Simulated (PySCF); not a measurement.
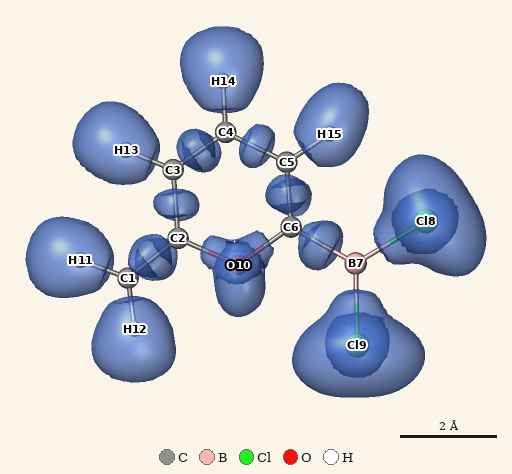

Figure. C$_{6}$H$_{5}$BCl$_{2}$O (SMILES C=C1C=CC=C(B(Cl)Cl)O1). Isosurface of the ELF at 0.75 (blue), seen across its widest extent. Only the valence region is drawn (cores and ρ < 0.01 e/Å³ removed).

Geometry: GFN2-xTB.

Level of theory: PySCF, PBE0/pcSseg-1, SCF density, gas phase, non-relativistic.

```xyz
15

C    -2.2211   -1.3766    0.0711
C    -1.2125   -0.4994    0.0335
C    -1.3882    0.9344    0.0117
C    -0.3253    1.7603   -0.0265
C     0.9879    1.1932   -0.0446
C     1.1487   -0.1575   -0.0236
B     2.5426   -0.8596   -0.0403
Cl    3.9748    0.0919   -0.0871
Cl    2.6645   -2.5673   -0.0122
O     0.0814   -0.9987    0.0152
H    -3.2403   -1.0434    0.0874
H    -2.0314   -2.4328    0.0859
H    -2.4024    1.2996    0.0265
H    -0.4371    2.8326   -0.0431
H     1.8540    1.8314   -0.0758
```

Question: Where are the electrons localised?

Answer: The ELF exceeds this value in one region between bonded B–C atoms (shared pairs), five regions between bonded C–C atoms (shared pairs), five regions around hydrogen nuclei, two regions on Cl in which the atom's valence shell and bonds are merged and one region on O in which the atom's valence shell and bonds are merged.

Values along the shortest contacts:
C–C (1.34 Å): the ELF peaks at about 0.95 between the atoms (a short, multiple covalent bond). C–O (1.36 Å): the ELF peaks at about 0.90 between the atoms, as expected for a shared but strongly polarised pair.
